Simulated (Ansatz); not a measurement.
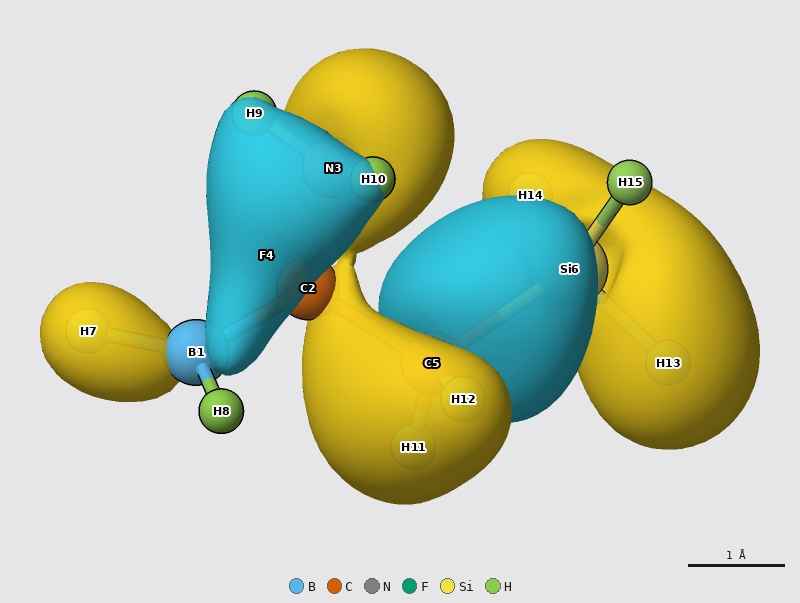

C2H9BFNSi (SMILES BC(N)(F)C[SiH3]). The HOMO−1 at ±0.08 Å⁻³ᐟ² (yellow and cyan are the two phases), seen at a tilt.

Method: RHF/6-31G* in Ansatz 0.2.0.

```xyz
15

B     1.1043   -1.3901   -1.3262
C     0.2130   -0.7305   -0.1977
N     1.1489   -0.4290    0.8783
F    -0.6665   -1.6549    0.3269
C    -0.5853    0.5158   -0.5545
Si   -1.4143    1.3876    0.9255
H     1.2818   -2.5646   -1.3319
H     1.7035   -0.6882   -2.0770
H     1.6601   -1.2354    1.1832
H     1.7835    0.3107    0.6513
H    -1.3512    0.2352   -1.2729
H     0.0588    1.2293   -1.0639
H    -2.4255    2.3176    0.3723
H    -2.0927    0.4487    1.8320
H    -0.4404    2.1971    1.6837
```

Question: Where does this orbital lie, and at what energy?

Answer: It lies mainly on C5 (about 30 %), Si6 (about 20 %), N3 (about 20 %) and H13 (about 10 %). Its energy is −12.16 eV.
